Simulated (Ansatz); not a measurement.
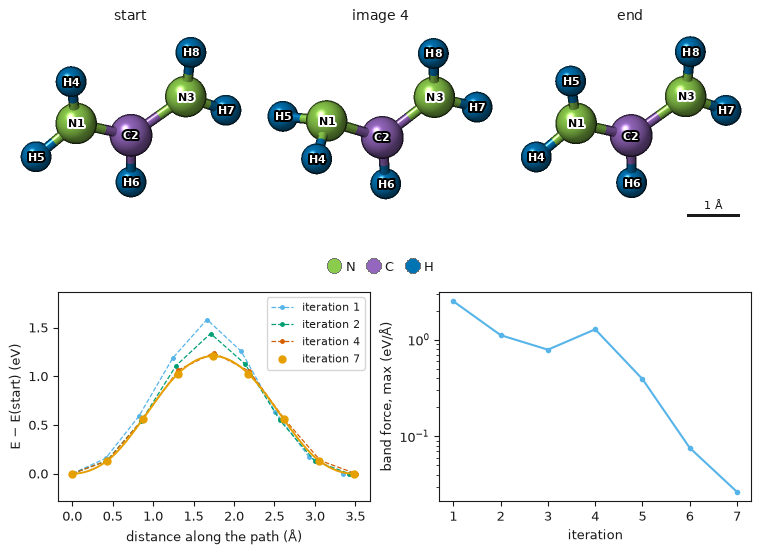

A search for the minimum-energy path of CH₅N₂ (charge +1) by the nudged elastic band. Images are numbered from 0 (start) to 8 (end). The plot follows the band through its iterations. The picture is a ball-and-stick view, seen at a tilt.

Method: Ansatz 0.2.0, RKS PBE0-D4/def2-SVP. Settings: 7 movable images; climbing image; force threshold 0.05 eV/Å; iteration limit 60; starting path by image-dependent pair potential.

Question: Did the band converge, and can the barrier be trusted?

Answer: The result is final at these settings. The band converged in 7 iterations. The largest component of the band force went from 2.5 to 0.027 eV/Å. The climbing image converged on the top of the path. Its vibrational analysis gives one imaginary mode (647i cm⁻¹), as a transition state must have. The first iteration put the highest image at 1.58 eV. The two ends have the same energy, and the highest point, image 4, lies 1.21 eV above the start.

The run took 73 s on 1 thread of Arm Neoverse V2, with other jobs on the host, peak memory 0.12 GiB.
